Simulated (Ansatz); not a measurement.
# C2H3ClNSi: the cost of one run

Program: Ansatz 0.2.0, Gaussian basis. Level of theory: the settings change from run to run. These are calculated values, not measurements.

## Step 1: The molecule

The structure was relaxed beforehand with PBE0-D4 in a triple-zeta def2 set.

8 atoms, charge 0, spin multiplicity 2.

Atoms are counted from 1 here; the program's logs count them from 0.

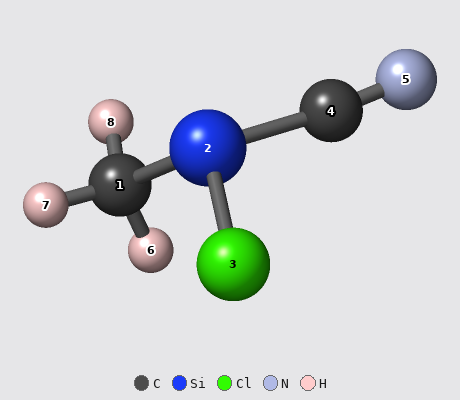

The geometry (carbon dark grey, silicon blue, chlorine green, nitrogen light blue, hydrogen pink); atoms are numbered from 1 in the order of the file.

## Step 2: BLYP/6-31G*

Options: coordinates scaled by 0.96, high accuracy.

Input file in.yaml:

```yaml
crystal:
  periodic: [false, false, false]
  atoms:
    - {symbol: C, position_ang: [-0.682444, -0.522972, 0.751263]}
    - {symbol: Si, position_ang: [0.574814, 0.622238, 0.216371]}
    - {symbol: Cl, position_ang: [2.383836, -0.089081, 0.492315]}
    - {symbol: C, position_ang: [0.389487, 0.949762, -1.511464]}
    - {symbol: N, position_ang: [0.231990, 1.246418, -2.567371]}
    - {symbol: H, position_ang: [-0.576544, -1.431843, 0.236917]}
    - {symbol: H, position_ang: [-0.601002, -0.702512, 1.779860]}
    - {symbol: H, position_ang: [-1.631722, -0.126730, 0.548541]}
basis:
  gaussian: {orbitals: "6-31G*"}
magnetization: {spin_polarized: true, initial_magnetization: 1}
hamiltonian: {xc: {name: BLYP}}
accuracy: high
output: {forces: true}
```

Command:

```console
> ansatz run in.yaml --threads 4 --pin off --events-out ev --progress --plain --max-ram 10444MiB
```

What time and memory should one allow on 4 threads of Arm Neoverse V1, shared host?

About 4.3 s, with a peak of 0.29 GiB.
